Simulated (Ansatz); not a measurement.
Scan of H2Mg, singlet: map of symmetric stretch and bend. Scanned: Mg-H bond length and H-Mg-H angle.

Cartesian coordinates as functions of the variables (Å; names that start with a are angles):
```
Mg  0  0  0
H  r*sin(a/2)  0  r*cos(a/2)
H  -r*sin(a/2)  0  r*cos(a/2)
```

Level of theory: CCSDT on RHF/cc-pVDZ, frozen core (Ansatz, a quantum-chemistry and plane-wave program).

Energy in eV above the lowest grid point; x is the Mg-H bond length (Å), y the H-Mg-H angle (°).

```csv
y \ x,1.45,1.53,1.63,1.72,1.80,1.86,1.97,2.03,2.12,2.21,2.31
180,0.880,0.379,0.065,0.000,0.067,0.175,0.466,0.661,0.986,1.333,1.729
168.82,0.900,0.398,0.084,0.019,0.085,0.192,0.483,0.678,1.001,1.348,1.743
157.60,0.962,0.459,0.143,0.076,0.140,0.246,0.534,0.727,1.048,1.392,1.784
152.23,1.008,0.504,0.187,0.117,0.180,0.285,0.571,0.763,1.082,1.424,1.813
139.80,1.157,0.649,0.327,0.252,0.310,0.411,0.689,0.877,1.189,1.524,1.906
128.64,1.347,0.834,0.504,0.422,0.473,0.569,0.836,1.018,1.322,1.648,2.019
121.32,1.504,0.986,0.650,0.562,0.606,0.697,0.956,1.133,1.430,1.748,2.110
108.58,1.845,1.317,0.966,0.863,0.895,0.975,1.215,1.381,1.661,1.962,2.304
100.72,2.109,1.572,1.208,1.094,1.115,1.187,1.411,1.569,1.836,2.123,2.449
89.71,2.564,2.009,1.623,1.487,1.490,1.548,1.746,1.888,2.132,2.395,2.692
80.29,3.047,2.474,2.064,1.906,1.888,1.931,2.099,2.226,2.444,2.680,2.946
70,3.680,3.089,2.653,2.469,2.426,2.449,2.578,2.683,2.865,3.065,3.287
```

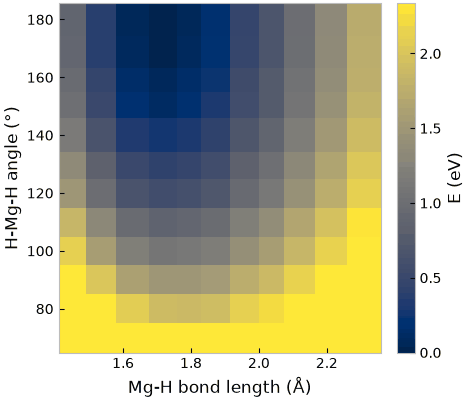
Figure. Energy surface, cut off at 2 eV.

Points that lie below all their neighbours on the grid: x = 1.72, y = 180 on the edge of the grid (0.000 eV).
